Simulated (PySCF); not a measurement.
C9H9N (SMILES Cc1ccc2ccccn12)

```yaml
atoms:
  - { symbol: C, position_ang: [2.4592, -0.8464, -0.3972] }
  - { symbol: C, position_ang: [1.3907, 0.1712, -0.2035] }
  - { symbol: C, position_ang: [1.4816, 1.5494, -0.1732] }
  - { symbol: C, position_ang: [0.2055, 2.0773, 0.0360] }
  - { symbol: C, position_ang: [-0.6682, 1.0064, 0.1336] }
  - { symbol: C, position_ang: [-2.0539, 0.8933, 0.3380] }
  - { symbol: C, position_ang: [-2.6359, -0.3388, 0.3854] }
  - { symbol: C, position_ang: [-1.8381, -1.4977, 0.2272] }
  - { symbol: C, position_ang: [-0.5000, -1.3885, 0.0293] }
  - { symbol: N, position_ang: [0.0874, -0.1621, -0.0180] }
  - { symbol: H, position_ang: [2.2694, -1.4531, -1.2843] }
  - { symbol: H, position_ang: [2.5279, -1.5143, 0.4631] }
  - { symbol: H, position_ang: [3.4148, -0.3452, -0.5213] }
  - { symbol: H, position_ang: [2.3890, 2.1097, -0.2926] }
  - { symbol: H, position_ang: [-0.0590, 3.1131, 0.1093] }
  - { symbol: H, position_ang: [-2.6310, 1.7974, 0.4535] }
  - { symbol: H, position_ang: [-3.6980, -0.4452, 0.5414] }
  - { symbol: H, position_ang: [-2.2962, -2.4731, 0.2632] }
  - { symbol: H, position_ang: [0.1451, -2.2441, -0.0972] }
```

Geometry: GFN2-xTB.

The calculation used PySCF 2.14.0, PBE0/pcSseg-1, SCF density, gas phase, non-relativistic.

> Predict the electron density and electron localisation function between the atoms.

C–C (1.36 Å): ρ at the midpoint is about 2.2 e/Å³; the ELF peaks at about 0.95 between the atoms: a covalent bond.
C–N (1.36 Å): ρ at the midpoint is about 2.3 e/Å³; the ELF peaks at about 0.90 between the atoms, as expected for localised, covalent bonding.
C–H (1.07 Å): the density is about 2 e/Å³ at the midpoint; the ELF climbs to about 1 towards the hydrogen, as it does in any bond to H: an ordinary covalent bond to hydrogen.
C–N (1.40 Å): ρ is about 2.1 e/Å³ halfway; the ELF peaks at about 0.95 between the atoms: localised, covalent bonding.

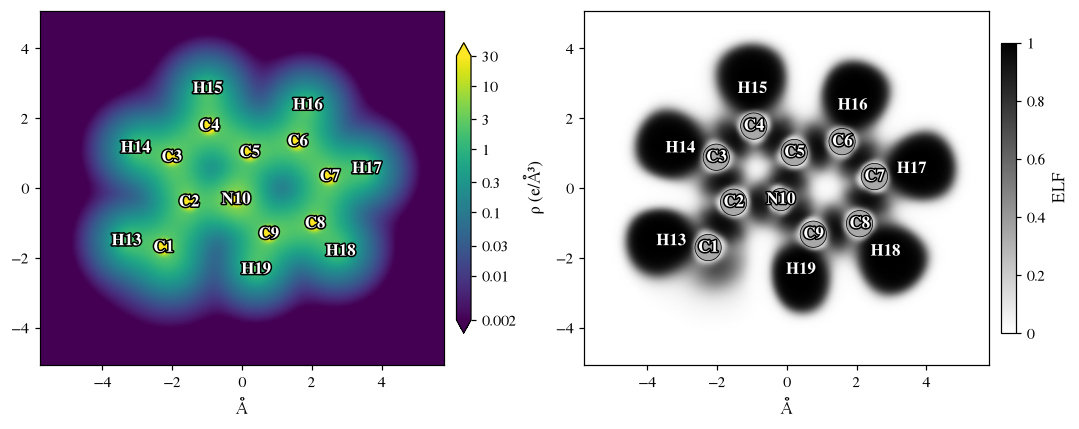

Computed electron density and electron localisation function on the plane of atoms C2, C1 and H13, in this order. Grey discs cover the atomic cores in the ELF map. 
